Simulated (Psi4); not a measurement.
**SiCl3O (SMILES [O][Si](Cl)(Cl)Cl): U-wB97M-V/def2-SVP**

What is the energy change on altering one bond length of SiCl3O at U-wB97M-V/def2-SVP? Input form: a Python script.

The calculation is run with Psi4 1.11.

5 further runs of the same task are left out: 3 that didn't finish, 2 set aside as unsound or not needed. Runs told in other sessions of the task aren't counted.

## (1) The molecule

SiCl3O: 5 atoms, total charge 0, spin state doublet. SMILES: `[O][Si](Cl)(Cl)Cl`. The shape is that of a PBE0-D4/def2-TZVP optimisation.

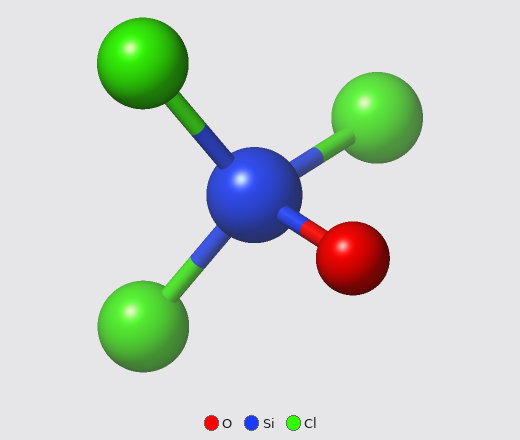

Viewed from a chosen angle; oxygen red, silicon blue, chlorine green.

## (2) A single-point energy at U-wB97M-V/def2-SVP

The input, calc.py:

```python
import psi4

psi4.set_memory(2200000000)
psi4.set_num_threads(1)
psi4.core.set_output_file('run.log', False)

m = psi4.geometry("""
0 2
O
Si 1 1.645024
Cl 2 2.018095 1 111.83626
Cl 2 2.020346 1 100.6998 3 -118.9779
Cl 2 2.018022 1 111.8008 4 -118.99777
units angstrom
symmetry c1
""")

psi4.set_options({
    'reference': 'uks',
    'puream': True,
    'e_convergence': 1e-09,
    'd_convergence': 1e-08,
    'scf_type': 'pk',
    'dft_radial_points': 99,
    'dft_spherical_points': 590,
    'maxiter': 100,
})

E, wfn = psi4.energy("wb97m-v/def2-SVP", return_wfn=True)
print(f'wb97m-v/def2-SVP energy: {E:.10f} Eh')
```

Started as:

```sh
$ python calc.py
```

run.log:

```text
[...]
  Running in c1 symmetry.
[...]
  Nuclear repulsion =  433.997050235037648
[...]
  Multiplicity = 2
[...]
  Nalpha       = 37
  Nbeta        = 36
[...]
    Number of basis functions: 86
[...]
   @UKS iter   1: -1744.31683528293411    1.30178e-01   9.29185e-03 DIIS/ADIIS
[...]
   @UKS iter  21: -1744.74971427600894   -2.52840e-10   5.24448e-09 DIIS
[...]
   @S^2 Observed:                7.530074356E-01
[...]
    Orbital Energies [Eh]
    ---------------------
    Alpha Occupied:
       1A   -101.871972     2A   -101.867098     3A   -101.867052
       4A    -66.534266     5A    -19.429322     6A     -9.674323
       7A     -9.669640     8A     -9.669610     9A     -7.384217
      10A     -7.379287    11A     -7.379257    12A     -7.378531
      13A     -7.377569    14A     -7.373469    15A     -7.373434
      16A     -7.373013    17A     -7.372984    18A     -5.572632
      19A     -3.891350    20A     -3.890659    21A     -3.889984
      22A     -1.144738    23A     -1.002168    24A     -0.971399
      25A     -0.966749    26A     -0.656969    27A     -0.585531
      28A     -0.559762    29A     -0.556142    30A     -0.518927
      31A     -0.488427    32A     -0.472519    33A     -0.469263
      34A     -0.469184    35A     -0.445452    36A     -0.438557
[...]
  @UKS Final Energy: -1744.74971427600894
   => Energetics <=
    Nuclear Repulsion Energy =            433.9970502350376478
    One-Electron Energy =               -3274.4227336729172748
    Two-Electron Energy =                1183.2611698940729639
    DFT Exchange-Correlation Energy =     -87.8848505635951085
    Empirical Dispersion Energy =           0.0000000000000000
    VV10 Nonlocal Energy =                  0.2996498313930304
    Total Energy =                      -1744.7497142760089446
  UHF NO Occupations:
  HONO-2 :   35  A 1.9996072
  HONO-1 :   36  A 1.9995284
[...]
 Multipole Moments:
 ------------------------------------------------------------------------------------
     Multipole            Electronic (a.u.)      Nuclear  (a.u.)        Total (a.u.)
 ------------------------------------------------------------------------------------
 L = 1.  Multiply by 2.5417464519 to convert [e a0] to [Debye]
 Dipole X            :         -0.0149675            0.0409744            0.0260068
 Dipole Y            :          0.0085624           -0.0227019           -0.0141395
 Dipole Z            :          1.3110415           -1.0072986            0.3037429
 Magnitude           :                                                    0.3051819
[...]
```

The script printed:

```text
wb97m-v/def2-SVP energy: -1744.7497142760 Eh
```

Wall time 2.5 min (1 thread of Intel Xeon Platinum 8259CL at 2.50GHz (Skylake/Cascade Lake), shared host); peak memory 0.98 GiB.

## (3) The distorted shape at the same level

The input, cl3osi.xyz:

```xyz
5
Cl3OSi
O     -0.174576    -2.226532     1.578967
Si    -0.950976    -1.174532     0.580667
Cl    -2.526076    -0.300132     1.490167
Cl    -1.532376    -2.421232    -0.899033
Cl     1.275600     1.425900    -0.633600
```

The input, job.py:

```python
import psi4

psi4.set_memory('2200 MB')
psi4.set_num_threads(1)
psi4.set_output_file('run.log', False)

with open('cl3osi.xyz') as f:
    atoms = ''.join(f.readlines()[2:])
m = psi4.geometry('0 2\n' + atoms + 'symmetry c1')

options = {'basis': 'def2-SVP', 'reference': 'uks', 'puream': True, 'e_convergence': 1e-09, 'd_convergence': 1e-06, 'scf_type': 'pk', 'dft_radial_points': 99, 'dft_spherical_points': 590, 'maxiter': 150, 'level_shift': 0.3, 'level_shift_cutoff': 1e-09}
psi4.set_options(options)

result, w = psi4.energy("wb97m-v", return_wfn=True)
print(f'wb97m-v energy: {result:.10f} Eh')
for k, v in sorted(psi4.core.scalar_variables().items()):
    print(f'{k:45s} {v:18.10f}')
```

Started as:

```sh
$ python job.py
```

run.log:

```text
[...]
  Running in c1 symmetry.
[...]
  Nuclear repulsion =  370.894283541176662
[...]
  Multiplicity = 2
[...]
  Nalpha       = 37
  Nbeta        = 36
[...]
    Number of basis functions: 86
[...]
   @UKS iter   1: -1744.29403926297368   -4.11595e-01   9.10828e-03 ADIIS/DIIS/SHIFT
[...]
   @UKS iter  52: -1744.60741873261827   -8.72660e-10   3.18659e-07 DIIS/SHIFT
[...]
   @S^2 Observed:                7.564715369E-01
[...]
    Orbital Energies [Eh]
    ---------------------
    Alpha Occupied:
       1A   -101.919387     2A   -101.878195     3A   -101.863203
       4A    -66.512487     5A    -19.318430     6A     -9.716425
       7A     -9.680373     8A     -9.665634     9A     -7.440243
      10A     -7.417311    11A     -7.416371    12A     -7.390565
      13A     -7.383959    14A     -7.383441    15A     -7.375927
      16A     -7.369252    17A     -7.368513    18A     -5.552301
      19A     -3.871951    20A     -3.869950    21A     -3.867135
      22A     -1.026327    23A     -0.982884    24A     -0.981022
      25A     -0.963640    26A     -0.627430    27A     -0.537164
      28A     -0.521607    29A     -0.503217    30A     -0.491729
      31A     -0.477190    32A     -0.475453    33A     -0.457774
      34A     -0.444513    35A     -0.435168    36A     -0.380626
[...]
  @UKS Final Energy: -1744.60741873261827
   => Energetics <=
    Nuclear Repulsion Energy =            370.8942835411766623
    One-Electron Energy =               -3148.8509773452678928
    Two-Electron Energy =                1120.8205258007446901
    DFT Exchange-Correlation Energy =     -87.7744597155512452
    Empirical Dispersion Energy =           0.0000000000000000
    VV10 Nonlocal Energy =                  0.3032089862795470
    Total Energy =                      -1744.6074187326182710
  UHF NO Occupations:
  HONO-2 :   35  A 1.9994712
  HONO-1 :   36  A 1.9973679
[...]
 Multipole Moments:
 ------------------------------------------------------------------------------------
     Multipole            Electronic (a.u.)      Nuclear  (a.u.)        Total (a.u.)
 ------------------------------------------------------------------------------------
 L = 1.  Multiply by 2.5417464519 to convert [e a0] to [Debye]
 Dipole X            :         -0.3714115            0.2112045           -0.1602070
 Dipole Y            :          2.2999815           -0.9288019            1.3711796
 Dipole Z            :         -1.7203323            0.7901237           -0.9302087
 Magnitude           :                                                    1.6646585
[...]
```

Standard output:

```text
wb97m-v energy: -1744.6074187326 Eh
CURRENT ENERGY                                  -1744.6074187326
CURRENT REFERENCE ENERGY                        -1744.6074187326
DD SOLVATION ENERGY                                 0.0000000000
DFT FUNCTIONAL TOTAL ENERGY                     -1744.6074187326
DFT TOTAL ENERGY                                -1744.6074187326
DFT VV10 ENERGY                                     0.3032089863
DFT XC ENERGY                                     -87.7744597156
GRID ELECTRONS ALPHA                               36.9999992143
GRID ELECTRONS BETA                                35.9999992551
GRID ELECTRONS TOTAL                               72.9999984694
NUCLEAR REPULSION ENERGY                          370.8942835412
ONE-ELECTRON ENERGY                             -3148.8509773453
PCM POLARIZATION ENERGY                             0.0000000000
PE ENERGY                                           0.0000000000
SCF ITERATION ENERGY                            -1744.6074187326
SCF ITERATIONS                                     52.0000000000
SCF TOTAL ENERGY                                -1744.6074187326
TWO-ELECTRON ENERGY                              1120.8205258007
XC GRID RADIAL POINTS                              99.0000000000
XC GRID SPHERICAL POINTS                          590.0000000000
XC GRID TOTAL POINTS                           272982.0000000000
```

It took 5.3 min on 1 thread of Intel Xeon Platinum 8259CL at 2.50GHz (Skylake/Cascade Lake), shared host; peak memory 1.4 GiB.

## (4) What came out

At U-wB97M-V/def2-SVP:

```
                                                           quantity           value
                                          first shape: total energy  -1744.74971 Eh
                                         first shape: dipole moment          0.78 D
                    first shape: HOMO energy (highest over α and β)       -11.70 eV
                     first shape: LUMO energy (lowest over α and β)        -3.20 eV
                                                  first shape: ⟨S²⟩           0.753
                                      distorted shape: total energy  -1744.60742 Eh
                                     distorted shape: dipole moment          4.23 D
                distorted shape: HOMO energy (highest over α and β)       -10.10 eV
                                              distorted shape: ⟨S²⟩           0.756
energy change with the Si2–Cl5 bond stretched from 2.018 to 3.632 Å        3.872 eV
```

What this shows: With the Si2–Cl5 bond stretched from 2.018 to 3.632 Å the energy rises by 3.87 eV (374 kJ/mol). The first shape isn't relaxed at this level, so the change isn't measured from a minimum.
